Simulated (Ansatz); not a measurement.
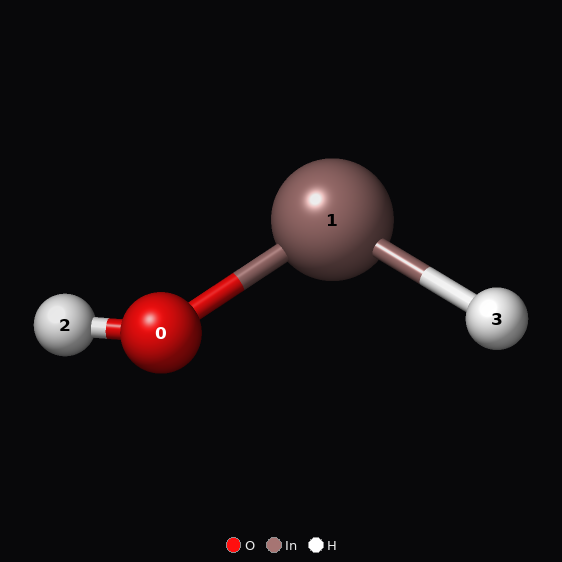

The picture shows the input geometry. Atoms are numbered from 0, in the order of the input.

Input file:

```yaml
crystal:
  periodic: [false, false, false]
  atoms:
    - {symbol: O, position_ang: [-0.166900, -0.981400, 0.315300]}
    - {symbol: In, position_ang: [0.701400, 0.794200, -0.024900]}
    - {symbol: H, position_ang: [0.079300, -1.764300, 0.803500]}
    - {symbol: H, position_ang: [-0.592500, 1.899900, -1.166600]}
basis:
  gaussian: {orbitals: def2-TZVPP}
magnetization: {spin_polarized: true, initial_magnetization: 1}
correlation: {method: ccsd_t}
scf: {omitted_lower_state_checks: [cluster_reference]}
output: {forces: true}
```

Output:

```
Functional definition: HF
  name "HF"
  cite "Fock, Z. Phys. 61, 126 (1930) doi:10.1007/BF01340294"
  parent pbe
  exchange = exact_x
  correlation = 0
these checks for a lower state are left out or cut short: cluster_reference
840 factors; integrals over basis functions are off by at most 6.9e-4 eV
mean field evaluation 1: about -7213.6730 eV, gradient 3.1e1 eV
mean field evaluation 2: about -7213.6766 eV, gradient 3.1e1 eV
mean field evaluation 4: about -7217.5931 eV, gradient 2.3e0 eV
mean field evaluation 8: about -7217.7153 eV, gradient 1.6e-1 eV
mean field evaluation 16: about -7217.4232 eV, gradient 5.0e0 eV
mean field -7217.71605386 eV, -265.2461726358 hartree, gradient 8.9e-6 eV, S^2 0.812954; 2 other end points of the search recorded, 0 dependent functions left out
5 core orbitals not correlated: weight in the atoms' cores, before any rotation towards them, 1.000 or more for the frozen orbitals, at most 0.000 for the correlated occupied ones
reference -7217.71605386 eV, -265.2461726358 hartree; 11, 10 occupied and 93, 94 virtual orbitals, 840 factors
second order -13.99687100 eV of doubles, -0.00000000 eV of singles
cycle   1  -13.59613925 eV  change    4.0e-1 eV  update   1.1e-1
cycle   2  -13.97759665 eV  change   -3.8e-1 eV  update   4.3e-2
cycle   3  -14.11281035 eV  change   -1.4e-1 eV  update   3.0e-2
cycle   4  -14.11745050 eV  change   -4.6e-3 eV  update   1.1e-2
cycle   5  -14.11358913 eV  change    3.9e-3 eV  update   5.0e-3
cycle   6  -14.11606492 eV  change   -2.5e-3 eV  update   1.8e-3
cycle   7  -14.11667527 eV  change   -6.1e-4 eV  update   8.9e-4
cycle   8  -14.11652415 eV  change    1.5e-4 eV  update   4.2e-4
cycle   9  -14.11662285 eV  change   -9.9e-5 eV  update   2.2e-4
cycle  10  -14.11659930 eV  change    2.4e-5 eV  update   8.8e-5
cycle  11  -14.11659181 eV  change    7.5e-6 eV  update   3.9e-5
cycle  12  -14.11662208 eV  change   -3.0e-5 eV  update   2.0e-5
cycle  13  -14.11661867 eV  change    3.4e-6 eV  update   1.1e-5
cycle  14  -14.11662784 eV  change   -9.2e-6 eV  update   5.0e-6
cycle  15  -14.11662796 eV  change   -1.1e-7 eV  update   2.3e-6
cycle  16  -14.11662731 eV  change    6.5e-7 eV  update   1.0e-6
perturbative correction -0.46689222 eV, -0.0171579725 hartree
the calculation of the forces begins
working
Total energy: -7232.29957339 eV, -265.7821070933 hartree
Atom 0 at    -0.166900    -0.981400     0.315300 Å, force    -0.299859     0.255850    -0.270214 eV/Å
Atom 1 at     0.701400     0.794200    -0.024900 Å, force    -0.911399     0.343656    -0.607113 eV/Å
Atom 2 at     0.079300    -1.764300     0.803500 Å, force     0.339844     0.108537     0.126775 eV/Å
Atom 3 at    -0.592500     1.899900    -1.166600 Å, force     0.871414    -0.708043     0.750552 eV/Å
Dipole moment:     0.411013     0.079786     0.179444 e Å
Checks for a lower state left out: cluster_reference
```
